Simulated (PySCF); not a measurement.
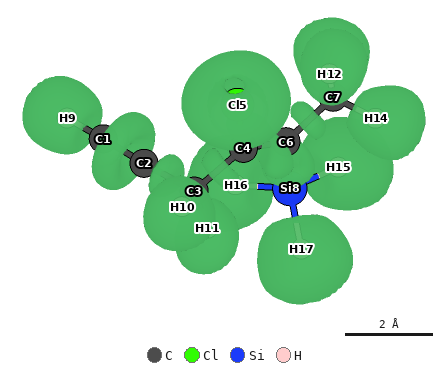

Figure. C6H9ClSi. Isosurface of the electron localisation function at 0.8 (green), seen at an oblique angle. Core shells and regions of very low density are left out.

Geometry: GFN2-xTB.

Level of theory: B3LYP/def2-SVPD, SCF density, gas phase (PySCF 2.14.0).

```xyz
17

C     3.2008   -0.0414    0.9012
C     2.3421   -0.4691    0.1867
C     1.2934   -0.9406   -0.6990
C     0.2915    0.1556   -0.9346
Cl    0.8014    1.2506   -2.2035
C    -0.8337    0.3343   -0.2539
C    -1.7756    1.4692   -0.5223
Si   -1.3326   -0.8456    1.1419
H     3.9606    0.3156    1.5299
H     1.7452   -1.2443   -1.6476
H     0.8036   -1.8079   -0.2495
H    -1.4528    2.0714   -1.3678
H    -1.8433    2.1094    0.3568
H    -2.7731    1.0832   -0.7275
H    -2.5473   -0.3120    1.7594
H    -0.2658   -0.9450    2.1386
H    -1.6214   -2.1713    0.5815
```

Q: Identify the bonds, lone pairs and shells in this picture.

A: At this value the surface marks out five regions between bonded C–C atoms (shared pairs), one region between bonded C–Cl atoms (shared pairs), one region between bonded C–Si atoms (shared pairs), nine regions around hydrogen nuclei and one ring or bowl of non-bonding electrons around Cl. Along the contacts the grid gives the following. C–C (1.20 Å): the ELF peaks at about 0.80 between the atoms: a multiple bond. C–Cl (1.75 Å): the ELF peaks at about 0.90 between the atoms, as expected for a covalent bond.
